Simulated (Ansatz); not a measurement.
# Cl$_{5}$Ta···HBr: what the fields show

```yaml
atoms:
  - { symbol: Ta, position_ang: [-0.2985, 0.4531, -0.0047] }
  - { symbol: Cl, position_ang: [1.9870, 0.5258, 0.2990] }
  - { symbol: Cl, position_ang: [-0.5874, 0.9249, 2.2743] }
  - { symbol: Cl, position_ang: [0.0438, -0.0394, -2.2718] }
  - { symbol: Cl, position_ang: [-1.4103, 2.3790, -0.5656] }
  - { symbol: Cl, position_ang: [-1.5282, -1.4692, 0.2344] }
  - { symbol: Br, position_ang: [2.1101, -3.6348, 1.1796] }
  - { symbol: H, position_ang: [3.2692, -2.8346, 1.1798] }
```

Core potentials replace the inner electrons of Ta.

Level of theory: Ansatz 0.2.0, RHF/def2-SVP.

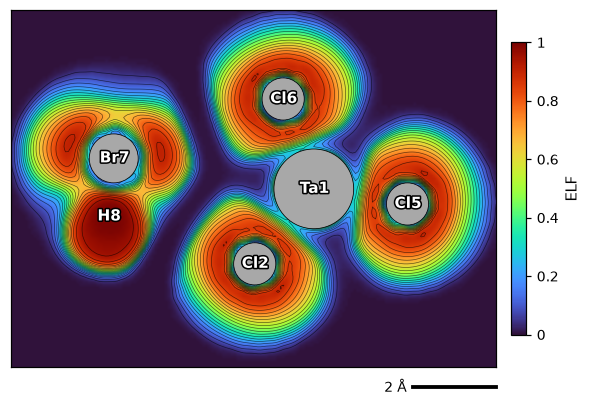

Figure 1. Electron localisation function on the plane of atoms Cl5, Ta1 and Cl6. Grey discs cover the atomic cores.

### Describe what can be read from this map.

- Atoms in the plane: Ta, Cl, Br and H.
- Ta–Cl (2.29 Å): the ELF peaks at about 0.85 in the valence shell of Cl, 0.8 Å from its nucleus, and is about 0.45 at the midpoint.
- Br–H (1.41 Å): the ELF climbs to about 1 towards the hydrogen, as it does in any bond to H.
- The ELF also peaks beside Br7, away from the bonds: lone-pair regions.

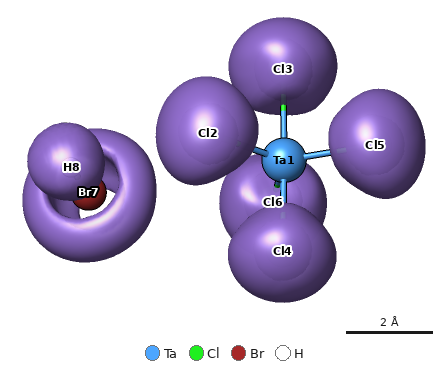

Figure 2. Isosurface of the ELF at 0.75 (purple), seen at a tilt. Only the valence region is drawn (cores and ρ < 0.01 e/Å³ removed).

### Describe the localisation domains.

The ELF exceeds this value in one region around a hydrogen nucleus, one ring or bowl of non-bonding electrons around Br and five regions wrapped around Cl (the valence shell of each).
